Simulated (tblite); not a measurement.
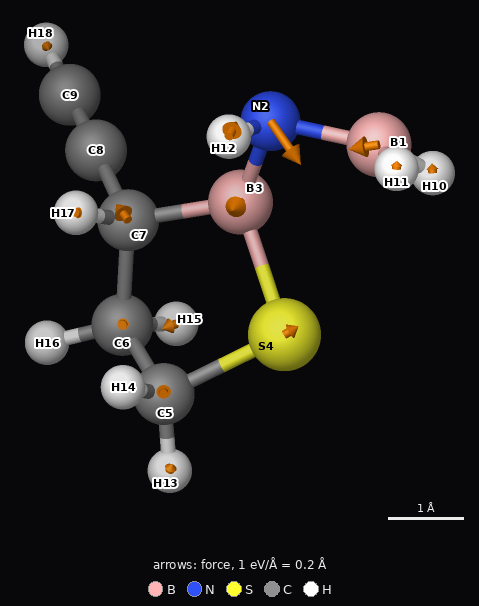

Starting geometry of C5H9B2NS with the computed forces as orange arrows. Style: ball-and-stick. Shown from a free direction.

The calculation used tblite 0.8.0, GFN2-xTB geometry optimisation, gas phase. 

> Is this structure relaxed? If not, where do the atoms go?

It isn't relaxed: the largest force vector, on N2, is 3.66 eV/Å. The final displacements follow the starting forces only in part (cosine between the two patterns 0.30). The atom that moves furthest after the best rigid fit is H11 (1.75 Å). By element the largest moves are H 1.75 Å, C 0.58 Å, B 0.57 Å, S 0.42 Å, N 0.42 Å. Among the contacts that change: B1–N2 1.545 → 1.406 Å, B3–S4 1.905 → 1.782 Å, N2–B3 1.516 → 1.416 Å, N2–H12 1.059 → 1.013 Å. Bond angles that change, for instance: B1–N2–B3 105.1° → 129.3°, B1–N2–H12 105.1° → 116.6°, B3–N2–H12 104.3° → 114.1°. The energy falls by 54.1 kcal/mol in 113 geometry steps. The run took 1.4 s on 1 thread of Arm Neoverse N1, with other jobs on the host.
